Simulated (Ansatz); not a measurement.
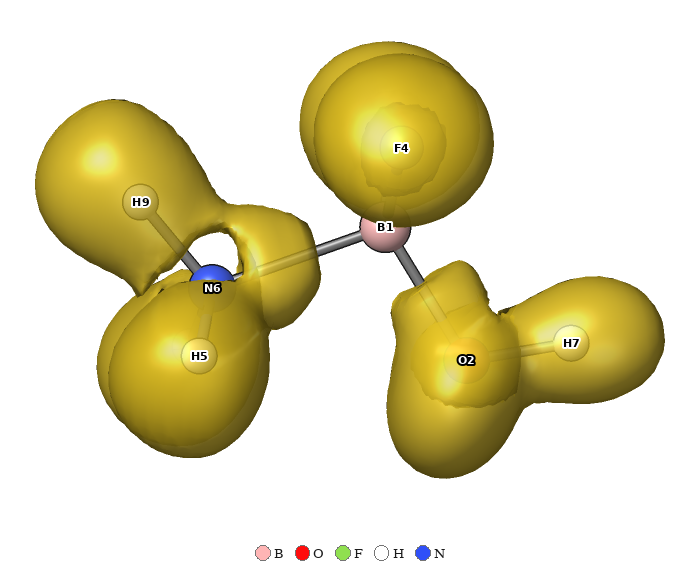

BF2H4NO. Isosurface of the ELF at 0.75 (yellow), seen across its widest extent. Only the valence region is drawn (cores and ρ < 0.01 e/Å³ removed).

The reactant side of a reaction path; geometry: PBE0-D4/def2-TZVP; a saddle point, not a minimum.

Computed with RKS PBE0-D4/def2-TZVPP (Ansatz 0.2.0).

```xyz
9

B    -0.3221   -0.0570   -0.5374
O     0.6894    0.7400   -1.1177
F    -0.3902   -1.3720   -0.9639
F    -1.5821    0.5095   -0.4550
H     0.2415    0.7694    1.4373
N     0.1832   -0.1620    1.0385
H     0.5450    0.8829   -2.0536
H     1.1025   -0.5907    1.0705
H    -0.4672   -0.7200    1.5815
```

Q: Where are the electrons localised?

A: At this value the surface marks out two regions on F in which the atom's valence shell and bonds are merged, one joined region spread over several atoms (H, N), in which their bonds and any lone pairs are merged and one joined region spread over several atoms (H, O), in which their bonds and any lone pairs are merged. Along the contacts the grid gives the following. B–F (1.38 Å): the ELF peaks at about 0.85 between the atoms: a polar covalent bond. B–O (1.41 Å): the ELF peaks at about 0.90 between the atoms; a polar covalent bond.
